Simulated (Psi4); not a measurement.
Run report: InH3, geometry relaxation

System: InH3.
Method: TPSS/def2-TZVP, RKS, dispersion D3(BJ), core potentials def2 (Psi4 1.11).

The geometry comes from this level: GFN2-xTB.

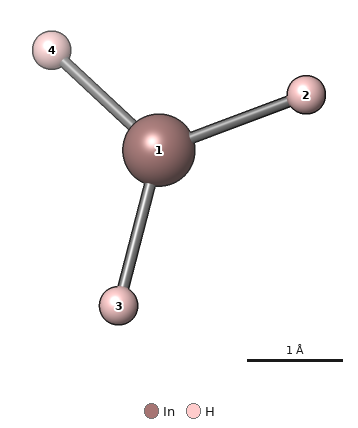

The structure as given in the input (ball-and-stick view, seen at a tilt; atoms are numbered from 1 in the order of the input). Sticks mark near contacts. Bond lengths as drawn: H–In 1.72 Å.

## Results in brief

- outcome: converged
- total energy: −191.821024 hartree
- dispersion energy: −0.001560 hartree
- basis functions: 68
- HOMO: −7.18 eV
- LUMO: −2.45 eV
- dipole moment: 0.00 D
- hardware: 1 thread of AMD EPYC (Zen 3), 200 GiB of memory available, shared host
- wall time: 37 s
- peak memory: 0.69 GiB

## The input (run.py)
```python
import numpy as np
from ase.calculators.psi4 import Psi4
from ase.io import read
from ase.optimize import LBFGS

a = read('h3in.xyz')
calc = Psi4(atoms=a, method='tpss-d3bj2b', basis='def2-TZVP', memory='1600MB', num_threads=1, charge=0, multiplicity=1, label='calc')
a.calc = calc

opt = LBFGS(a)
done = opt.run(fmax=0.02, steps=40)
print('converged:', done)
for s, p in zip(a.symbols, a.positions):
    print(f'{s:2s} {p[0]:12.6f} {p[1]:12.6f} {p[2]:12.6f}')
```

## File h3in.xyz
```
4
H3In
In     0.000640    -0.000740    -0.000540
H      1.718930    -0.027790     0.013510
H     -0.834510     1.501400    -0.017780
H     -0.885060    -1.472880     0.004810
```

Run as:
```bash
python run.py
```

## Output
```
gradient() will perform analytic gradient computation.

   => Loading Basis Set <=

    Name: DEF2-TZVP
    Role: ORBITAL
    Keyword: BASIS

    !!!  WARNING: ECP capability is in beta. Please check occupations closely.  !!!

   => TPSS-D3(BJ): Empirical Dispersion <=

        s6 =       1.000000
        s8 =       1.943500
        a1 =       0.453500
        a2 =       4.475200

         ---------------------------------------------------------
                                   SCF
                              RKS Reference
                        1 Threads,   1525 MiB Core
         ---------------------------------------------------------

  ==> Geometry <==

    Molecular point group: c1
    Full point group: C1

    Geometry (in Angstrom), charge = 0, multiplicity = 1:

       Center              X                  Y                   Z               Mass
    ------------   -----------------  -----------------  -----------------  -----------------
         IN           0.000020846967    -0.000007067051    -0.000009802131   114.903878776000
         H            1.729942724119    -0.027941502591     0.013792890871     1.007825032230
         H           -0.840701054086     1.511907080801    -0.017710597214     1.007825032230
         H           -0.891618468864    -1.483159851494     0.005035264302     1.007825032230

  Running in c1 symmetry.

  Rotational constants: A =      3.72880  B =      3.72071  C =      1.86238 [cm^-1]
  Rotational constants: A = 111786.58155  B = 111544.16116  C =  55832.62544 [MHz]
  Nuclear repulsion =   19.797444038517529

  Charge       = 0
  Multiplicity = 1
  Electrons    = 24
  Nalpha       = 12
  Nbeta        = 12

  ==> Algorithm <==

  SCF Algorithm Type is DF.
  DIIS enabled.
  MOM disabled.
  Fractional occupation disabled.
  Guess Type is SAD.
  Energy threshold   = 1.00e-08
  Density threshold  = 1.00e-08
  Integral threshold = 1.00e-12

  ==> Primary Basis <==

  Basis Set: DEF2-TZVP
    Blend: DEF2-TZVP
    Number of shells: 28
    Number of basis functions: 68
    Number of Cartesian functions: 77
    Spherical Harmonics?: true
    Max angular momentum: 3

  Core potential: DEF2-TZVP
    Number of shells: 4
    Number of ECP primitives: 18
    Number of ECP core electrons: 28
    Max angular momentum: 3

  ==> DFT Potential <==

   => LibXC <=

    Version 7.1.2

   => Composite Functional: TPSS-D3BJ2B <=

    TPSS Meta-GGA XC Functional

    Deriv               =              1
    GGA                 =           TRUE
    Meta                =           TRUE

    Exchange Hybrid     =          FALSE
    MP2 Hybrid          =          FALSE

   => Exchange Functionals <=

    1.0000   XC_MGGA_X_TPSS

   => Correlation Functionals <=

    1.0000   XC_MGGA_C_TPSS

   => LibXC Density Thresholds  <==

    XC_MGGA_C_TPSS:  1.00E-15
    XC_MGGA_X_TPSS:  1.00E-15

   => Molecular Quadrature <=

    Radial Scheme          =       TREUTLER
    Pruning Scheme         =           NONE
    Nuclear Scheme         =       TREUTLER

    Blocking Scheme        =         OCTREE
    BS radius alpha        =              1
    Pruning alpha          =              1
    Radial Points          =             75
    Spherical Points       =            302
    Total Points           =          87891
    Total Blocks           =            715
    Max Points             =            252
    Max Functions          =             68
    Weights Tolerance      =       1.00E-15

   => Loading Basis Set <=

    Name: (DEF2-TZVP AUX)
    Role: JKFIT
    Keyword: DF_BASIS_SCF

  ==> Integral Setup <==

  DFHelper Memory: AOs need 0.011 GiB; user supplied 0.730 GiB.
  SCF_SUBTYPE=INCORE selected. In-core MEM_DF algorithm will be used.
  Using in-core AOs.

  ==> MemDFJK: Density-Fitted J/K Matrices <==

    J tasked:                   Yes
    K tasked:                    No
    wK tasked:                   No
    Memory [MiB]:               747
    Algorithm:                 Core
    Schwarz Cutoff:           1E-12
    Mask sparsity (%):       0.0000
    Fitting Condition:        1E-10

   => Auxiliary Basis Set <=

  Basis Set: (DEF2-TZVP AUX)
    Blend: DEF2-UNIVERSAL-JKFIT
    Number of shells: 64
    Number of basis functions: 272
    Number of Cartesian functions: 369
    Spherical Harmonics?: true
    Max angular momentum: 5

  Cached 100.0% of DFT collocation blocks in 0.388 [GiB].

  Minimum eigenvalue in the overlap matrix is 2.8071874894E-03.
  Reciprocal condition number of the overlap matrix is 6.4793530862E-04.
    Using symmetric orthogonalization.

  ==> Pre-Iterations <==

  SCF Guess: Superposition of Atomic Densities via on-the-fly atomic UHF (no occupation information).

   -------------------------
    Irrep   Nso     Nmo
   -------------------------
     A         68      68
   -------------------------
    Total      68      68
   -------------------------

  ==> Iterations <==

                           Total Energy        Delta E     RMS |[F,P]|

   @DF-RKS iter SAD:  -190.93254158282673   -1.90933e+02   0.00000e+00
   @DF-RKS iter   1:  -191.69131900190285   -7.58777e-01   7.72859e-03 DIIS/ADIIS
   @DF-RKS iter   2:  -191.65710888628280    3.42101e-02   1.04940e-02 DIIS/ADIIS
   @DF-RKS iter   3:  -191.82036218536041   -1.63253e-01   3.71558e-04 DIIS/ADIIS
   @DF-RKS iter   4:  -191.82100313522159   -6.40950e-04   7.50428e-05 DIIS
   @DF-RKS iter   5:  -191.82102309461945   -1.99594e-05   1.63996e-05 DIIS
   @DF-RKS iter   6:  -191.82102408263327   -9.88014e-07   3.16466e-06 DIIS
   @DF-RKS iter   7:  -191.82102411305209   -3.04188e-08   1.49116e-06 DIIS
   @DF-RKS iter   8:  -191.82102411978883   -6.73674e-09   6.90120e-08 DIIS
   @DF-RKS iter   9:  -191.82102411980938   -2.05489e-11   1.38220e-08 DIIS
   @DF-RKS iter  10:  -191.82102411980986   -4.83169e-13   4.93021e-10 DIIS
  Energy and wave function converged.

  ==> Post-Iterations <==

   Electrons on quadrature grid:
      Ntotal   =   24.0000026476 ; deviation = 2.648e-06

    Orbital Energies [Eh]
    ---------------------

    Doubly Occupied:

       1A     -4.512303     2A     -2.953366     3A     -2.938843
       4A     -2.938838     5A     -0.698642     6A     -0.690850
       7A     -0.690847     8A     -0.685886     9A     -0.685857
      10A     -0.394553    11A     -0.263921    12A     -0.263752

    Virtual:

      13A     -0.090218    14A     -0.010307    15A      0.032924
      16A      0.033051    17A      0.073470    18A      0.075394
      19A      0.075465    20A      0.120854    21A      0.142280
      22A      0.142319    23A      0.238240    24A      0.266556
      25A      0.266635    26A      0.335517    27A      0.377124
      28A      0.377252    29A      0.492569    30A      0.513946
      31A      0.514039    32A      0.600715    33A      0.644953
      34A      0.648457    35A      0.648565    36A      0.812065
      37A      0.812146    38A      0.877054    39A      0.915131
      40A      0.915170    41A      1.028979    42A      1.032676
      43A      1.033020    44A      1.619769    45A      1.620406
      46A      1.674299    47A      1.721672    48A      1.722135
      49A      1.866303    50A      1.984151    51A      2.075318
      52A      2.075823    53A      2.163070    54A      2.167444
      55A      2.167647    56A      2.222746    57A      2.223068
      58A      2.225979    59A      2.354928    60A      2.624771
      61A      2.812388    62A      2.812794    63A      3.224548
      64A     37.691202    65A     38.683429    66A     38.899339
      67A     38.899652    68A    125.076943

    Final Occupation by Irrep:
              A
    DOCC [    12 ]
    NA   [    12 ]
    NB   [    12 ]

  @DF-RKS Final Energy:  -191.82102411980986

   => Energetics <=

    Nuclear Repulsion Energy =             19.7974440385175292
    One-Electron Energy =                -375.7499484595259105
    Two-Electron Energy =                 181.8250746991151345
    DFT Exchange-Correlation Energy =     -17.6920347885716147
    Empirical Dispersion Energy =          -0.0015596093449955
    VV10 Nonlocal Energy =                  0.0000000000000000
    Total Energy =                       -191.8210241198098629

Computation Completed

Properties will be evaluated at   0.000000,   0.000000,   0.000000 [a0]

Properties computed using the SCF density matrix

 Multipole Moments:

 ------------------------------------------------------------------------------------
     Multipole            Electronic (a.u.)      Nuclear  (a.u.)        Total (a.u.)
 ------------------------------------------------------------------------------------

 L = 1.  Multiply by 2.5417464519 to convert [e a0] to [Debye]
 Dipole X            :          0.0051138           -0.0036642            0.0014496
 Dipole Y            :         -0.0015766            0.0012422           -0.0003344
 Dipole Z            :         -0.0022576            0.0017229           -0.0005347
 Magnitude           :                                                    0.0015808

 ------------------------------------------------------------------------------------

	total time  =          8 seconds =       0.13 minutes

         ------------------------------------------------------------
                                   SCF GRAD
         ------------------------------------------------------------

  ==> Geometry <==

    Molecular point group: c1
    Full point group: C1

    Geometry (in Angstrom), charge = 0, multiplicity = 1:

       Center              X                  Y                   Z               Mass
    ------------   -----------------  -----------------  -----------------  -----------------
         IN           0.000020846967    -0.000007067051    -0.000009802131   114.903878776000
         H            1.729942724119    -0.027941502591     0.013792890871     1.007825032230
         H           -0.840701054086     1.511907080801    -0.017710597214     1.007825032230
         H           -0.891618468864    -1.483159851494     0.005035264302     1.007825032230

  Nuclear repulsion =   19.797444038517529

  ==> Basis Set <==

  Basis Set: DEF2-TZVP
    Blend: DEF2-TZVP
    Number of shells: 28
    Number of basis functions: 68
    Number of Cartesian functions: 77
    Spherical Harmonics?: true
    Max angular momentum: 3

  Core potential: DEF2-TZVP
    Number of shells: 4
    Number of ECP primitives: 18
    Number of ECP core electrons: 28
    Max angular momentum: 3

  ==> DFJKGrad: Density-Fitted SCF Gradients <==

    Gradient:                    1
    J tasked:                  Yes
    K tasked:                   No
    wK tasked:                  No
    Integrals threads:           1
    Memory [MiB]:             1144
    Schwarz Cutoff:          1E-12
    Fitting Condition:       1E-10

   => Auxiliary Basis Set <=

  Basis Set: (DEF2-TZVP AUX)
    Blend: DEF2-UNIVERSAL-JKFIT
    Number of shells: 64
    Number of basis functions: 272
    Number of Cartesian functions: 369
    Spherical Harmonics?: true
    Max angular momentum: 5

  ==> DFT Potential <==

   => LibXC <=

    Version 7.1.2

   => Composite Functional: TPSS-D3BJ2B <=

    TPSS Meta-GGA XC Functional

    Deriv               =              1
    GGA                 =           TRUE
    Meta                =           TRUE

    Exchange Hybrid     =          FALSE
    MP2 Hybrid          =          FALSE

   => Exchange Functionals <=

    1.0000   XC_MGGA_X_TPSS

   => Correlation Functionals <=

    1.0000   XC_MGGA_C_TPSS

   => LibXC Density Thresholds  <==

    XC_MGGA_C_TPSS:  1.00E-15
    XC_MGGA_X_TPSS:  1.00E-15

   => Molecular Quadrature <=

    Radial Scheme          =       TREUTLER
    Pruning Scheme         =           NONE
    Nuclear Scheme         =       TREUTLER

    Blocking Scheme        =         OCTREE
    BS radius alpha        =              1
    Pruning alpha          =              1
    Radial Points          =             75
    Spherical Points       =            302
    Total Points           =          87891
    Total Blocks           =            715
    Max Points             =            252
    Max Functions          =             68
    Weights Tolerance      =       1.00E-15

  -Total Gradient:
     Atom            X                  Y                   Z
    ------   -----------------  -----------------  -----------------
       1        0.000046647764     0.000081900681    -0.000031440142
       2       -0.000053224895     0.000032210025     0.000009709458
       3        0.000044699416    -0.000132353057     0.000011684949
       4       -0.000058857185     0.000023351000     0.000009868228

	total time  =          2 seconds =       0.03 minutes
```

## Standard output
```
Memory set to   1.490 GiB by Python driver.
  Threads set to 1 by Python driver.

  Memory set to   1.490 GiB by Python driver.
  Threads set to 1 by Python driver.
       Step     Time          Energy          fmax
LBFGS:    0 17:31:51    -5219.713351        0.151862
LBFGS:    1 17:32:01    -5219.714201        0.123537
LBFGS:    2 17:32:12    -5219.715935        0.007209
converged: True
In     0.000621    -0.000197    -0.000287
H      1.730543    -0.028132     0.013516
H     -0.840101     1.511717    -0.017988
H     -0.891019    -1.483350     0.004758
```

## Trajectory as extended XYZ (Å, eV, eV/Å), 3 frames, from step=0 to step=2
```
4
Properties=species:S:1:pos:R:3:forces:R:3 step=0 energy=-5219.71339
In    0.0006   -0.0007   -0.0005    0.0004   0.0083   0.0028
H     1.7189   -0.0278    0.0135    0.1451  -0.0040   0.0002
H    -0.8345    1.5014   -0.0178   -0.0696   0.1279  -0.0025
H    -0.8851   -1.4729    0.0048   -0.0757  -0.1316  -0.0005
4
Properties=species:S:1:pos:R:3:forces:R:3 step=1 energy=-5219.71424
In    0.0006   -0.0007   -0.0005   -0.0003   0.0053   0.0027
H     1.7210   -0.0280    0.0135    0.1193  -0.0036   0.0000
H    -0.8355    1.5031   -0.0179   -0.0575   0.1062  -0.0022
H    -0.8861   -1.4749    0.0048   -0.0610  -0.1074  -0.0006
4
Properties=species:S:1:pos:R:3:forces:R:3 step=2 energy=-5219.71598
In    0.0006   -0.0007   -0.0005   -0.0024  -0.0042   0.0016
H     1.7306   -0.0287    0.0133    0.0027  -0.0017  -0.0005
H    -0.8401    1.5112   -0.0182   -0.0023   0.0068  -0.0006
H    -0.8910   -1.4839    0.0045    0.0030  -0.0012  -0.0005
```

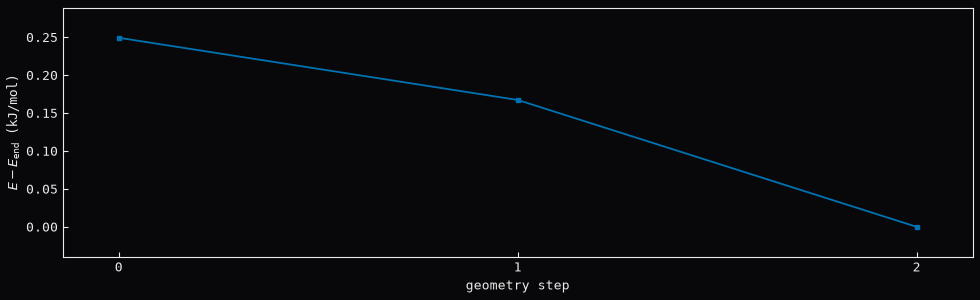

Progress of the relaxation, step by step (steps are counted from 0). The energy falls by 0.25 kJ/mol in 2 geometry steps. The largest force component goes from 0.15 to 0.0068 eV/Å. The largest moves after the best rigid fit, 0.012 Å, are those of H2, H3 and H4. By element the largest moves are H 0.012 Å, In 0.001 Å. Among the contacts that change: In1–H2 1.719 → 1.730 Å. (Atoms are counted from 1 in the order of the input.)

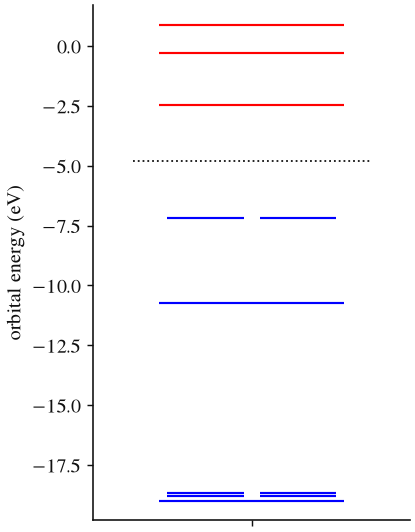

Orbital energies near the frontier; the dotted line parts filled from empty levels, and levels within 0.02 eV of each other stand side by side. Highest filled −7.18 eV, lowest empty −2.45 eV, 4.73 eV apart.
